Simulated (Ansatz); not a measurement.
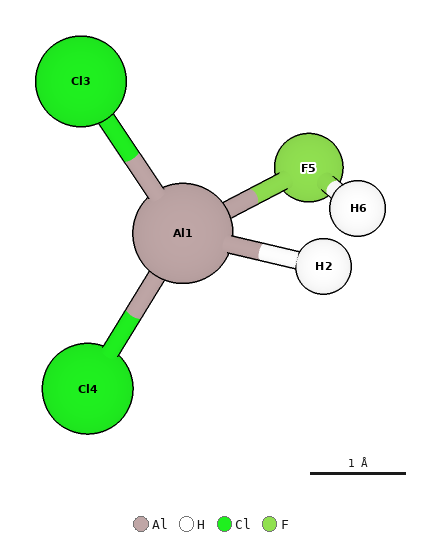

Figure 1. The input geometry (ball-and-stick view, seen at a tilt; atoms are numbered from 1 in the order of the input). Sticks mark near contacts. Bond lengths as drawn: Al–Cl 2.11 Å, Al–F 1.95 Å, Al–H 1.67 Å and F–H 1.06 Å.

Frequency calculation, with input and output: AlH₂Cl₂F

The run: frequency calculation of AlH₂Cl₂F. Method and program: RKS revPBE-D4/6-31G* (Ansatz 0.2.0).

It belongs to a series of runs on one base structure; here: vibrations at the highest image of the band. Figures and captions count atoms from 1; the log counts them from 0 in places.

Input file
```yaml
crystal:
  periodic: [false, false, false]
  atoms:
    - { symbol: Al, position_ang: [0.015768, -0.175299, -0.007786] }
    - { symbol: H, position_ang: [0.0162, 0.137836, 1.637379] }
    - { symbol: Cl, position_ang: [1.838935, 0.161704, -1.010003] }
    - { symbol: Cl, position_ang: [-1.829847, 0.096417, -0.989689] }
    - { symbol: F, position_ang: [0.048479, -1.9269, 0.839193] }
    - { symbol: H, position_ang: [0.038263, -1.192256, 1.602906] }
basis:
  gaussian: { orbitals: "6-31G*" }
hamiltonian:
  xc: revpbe
  dispersion: d4
phonons: {}
```

Machine: 1 thread of AMD EPYC (Zen 3), 192 GiB of memory available, shared host.

Launched with:
```bash
ansatz run input.yaml --threads 1 --pin off --max-ram 2048MiB --backend cpu --events-out ev --progress --plain --runs-dir out
```

Output
```
Engine: ansatz 0.2.0, x86_64-unknown-linux-gnu
Functional definition: revPBE
  parameter kappa = 1.245
  parameter beta = 0.06672455060314922
  exchange = pbe_x(kappa = kappa, mu = beta*pi^2/3)
  correlation = pbe_c(beta = beta)
878 factors; their error is unknown
mean field evaluation 1: about -34385.2467 eV, gradient 2.7e1 eV
mean field evaluation 2: about -34383.4493 eV, gradient 4.3e1 eV
mean field evaluation 4: about -34386.8485 eV, gradient 1.5e0 eV
mean field evaluation 8: about -34386.8266 eV, gradient 2.3e-2 eV
mean field -34386.82659928 eV, -1263.6925692953 hartree, gradient 4.2e-5 eV, S^2 0.000000; 0 other end points of the search recorded, 0 dependent functions left out
the calculation of the forces begins
reference -34386.82665197 eV, -1263.6925712316 hartree; 29, 29 occupied and 47, 47 virtual orbitals, 878 factors
these checks for a lower state are left out or cut short: stability, starts, cluster_reference, orbital_swaps, neighbouring_geometries, increment
878 factors; their error is unknown
mean field evaluation 16: about -34386.8265 eV, gradient 8.9e-2 eV
mean field -34386.82649139 eV, -1263.6925653305 hartree, gradient 1.2e-6 eV, S^2 0.000000; 0 other end points of the search recorded, 0 dependent functions left out
[... from here on the field's lines of each further geometry are left out, up to the last ...]
the calculation of the forces begins
reference -34386.82664257 eV, -1263.6925708863 hartree; 29, 29 occupied and 47, 47 virtual orbitals, 878 factors
these checks for a lower state are left out or cut short: stability, starts, cluster_reference, orbital_swaps, neighbouring_geometries, increment
878 factors; their error is unknown
mean field -34386.82650571 eV, -1263.6925658567 hartree, gradient 6.0e-7 eV, S^2 0.000000; 0 other end points of the search recorded, 0 dependent functions left out
the calculation of the forces begins
reference -34386.82655840 eV, -1263.6925677930 hartree; 29, 29 occupied and 47, 47 virtual orbitals, 878 factors
WARN: phonons: modes at or below zero, which the zero-point energy, F, S and C_V leave out: 1, the lowest at -451.34 cm⁻¹. A minimum has none, and a first-order saddle one
Total energy: -34387.16244636 eV, -1263.7049114478 hartree
Atom 0 at     0.015768    -0.175299    -0.007786 Å, force    -0.012092    -0.005074    -0.006222 eV/Å
Atom 1 at     0.016200     0.137836     1.637379 Å, force     0.002825     0.004791     0.005970 eV/Å
Atom 2 at     1.838935     0.161704    -1.010003 Å, force     0.003605    -0.000146    -0.000304 eV/Å
Atom 3 at    -1.829847     0.096417    -0.989689 Å, force     0.002870     0.000574    -0.001035 eV/Å
Atom 4 at     0.048479    -1.926900     0.839193 Å, force     0.001814     0.003525    -0.006359 eV/Å
Atom 5 at     0.038263    -1.192256     1.602906 Å, force     0.000978    -0.003670     0.007949 eV/Å
Dipole moment:     0.007077    -0.173089     0.473865 e Å
Vibrations: -451.34 133.68 139.06 225.94 441.64 462.58 593.08 609.43 996.41 1112.02 1657.25 2310.58 cm⁻¹, zero-point energy 0.538194 eV
```

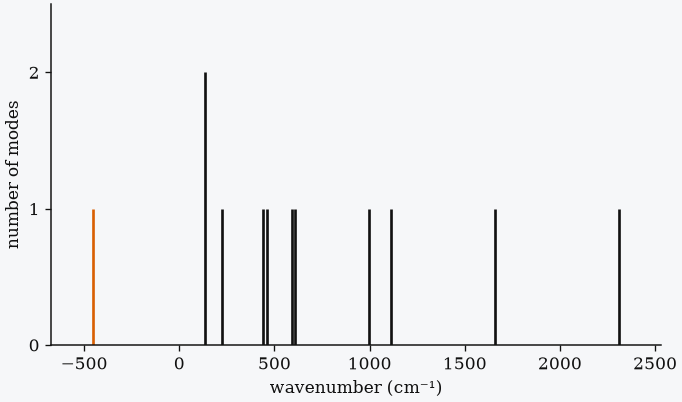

Figure 2. Harmonic vibrational wavenumbers from the force constants; neighbouring modes closer than 13 cm⁻¹ are counted in one stick, and imaginary ones are drawn at negative wavenumbers. 12 modes from 451i to 2311 cm⁻¹, 1 imaginary beyond 8i (451i cm⁻¹): a first-order saddle point, if the geometry is stationary.

Summary

```csv
quantity,value
outcome,converged
total energy,−34387.1624 eV
mean-field energy,−34386.8267 eV
largest force (length of the vector),0.015 eV/Å
wall time,45 s
peak memory,0.13 GiB
```
